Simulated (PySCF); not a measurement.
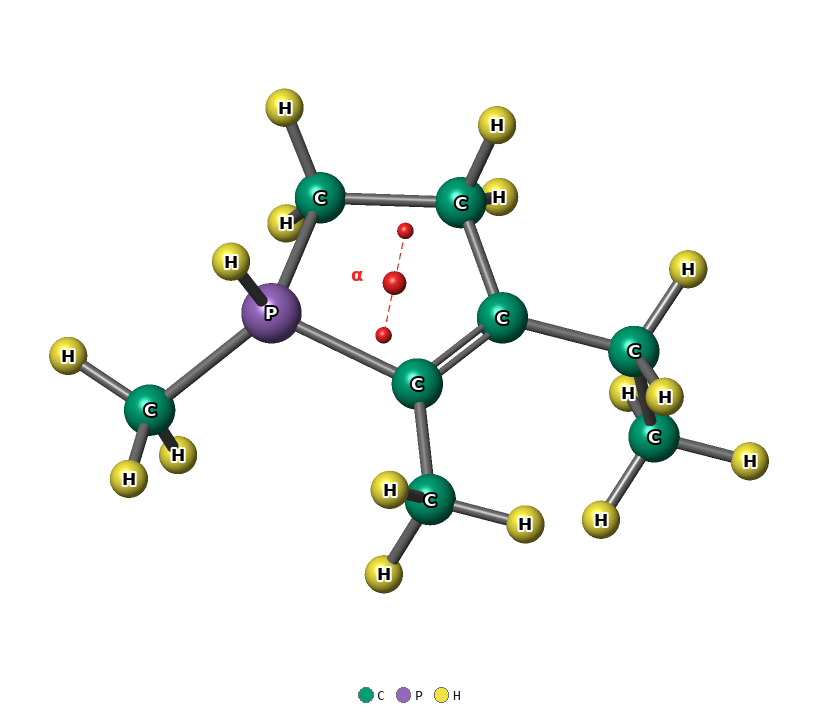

The small points mark where nucleus-independent chemical shifts (NICS) were computed: at the centre of each lettered ring and 1 Å above and below it. State: charge +1, singlet. The computed structure is the end point of a GFN2-xTB optimisation. No frequency run is at hand to confirm it as a minimum. Method: GIAO PBE0/pcSseg-1 NMR shielding, non-relativistic, gas phase (PySCF 2.14.0).

Give NICS(0), NICS(1) and the out-of-plane component NICS(1)zz for each ring (means of the two sides).

```json
{"ring": "α", "members": "C4P", "NICS(0)": "−4.2", "NICS(1)": "−4.3", "NICS(1)zz": "−2.6"}
```

Values in ppm.

What do the values say about the ring currents?

Answer. Ring α: weak, as in a non-aromatic ring. NICS is one index among several.

The geometry is semi-empirical. Around P such bond lengths and angles can be off by a tenth of an ångström or more and by several degrees, and values that hang on the shape move with them.
